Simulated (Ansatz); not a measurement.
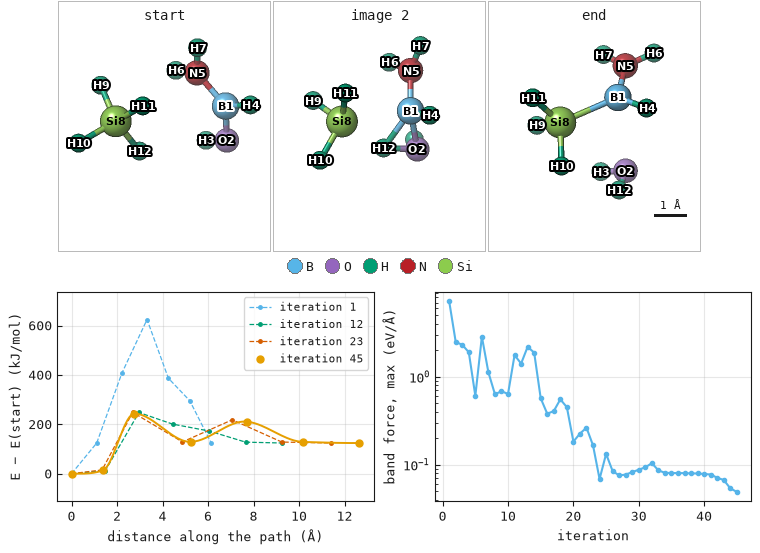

NEB run on BSiNH8O, made up of BNH4O and SiH4. Images are numbered from 0 (start) to 6 (end). The plot follows the band through its iterations. A ball-and-stick model, seen at a tilt.

All numbers below come from RKS PBE0-D4/def2-SVP in Ansatz 0.2.0. Settings: 5 movable images; climbing image; force threshold 0.05 eV/Å; iteration limit 52; starting path through a guess of the saddle point.

Q: Judge this run.

A: The run is converged, with reservations. The band converged in 45 iterations. The largest component of the band force went from 7.2 to 0.049 eV/Å. The climbing image converged on the top of the path. Its vibrational analysis gives one imaginary mode (1311i cm⁻¹), as a transition state must have. The first iteration put the highest image at 624.4 kJ/mol. The highest point, image 2, lies 243.1 kJ/mol above the start and 118.8 kJ/mol above the end; the end is at +124.3 kJ/mol relative to the start. The profile has 2 maxima (images 2, 4) with a dip at image 3 (+128.9 kJ/mol), so the process runs in steps.

Limits of the set-up: the start holds two separate molecules, 2.8 Å apart at their closest, whose relative position is a soft coordinate.

The run took 15 min on 2 threads of Intel(R) Xeon(R) Platinum 8259CL CPU @ 2.50GHz (Skylake/Cascade Lake), with other jobs on the host, peak memory 0.23 GiB.
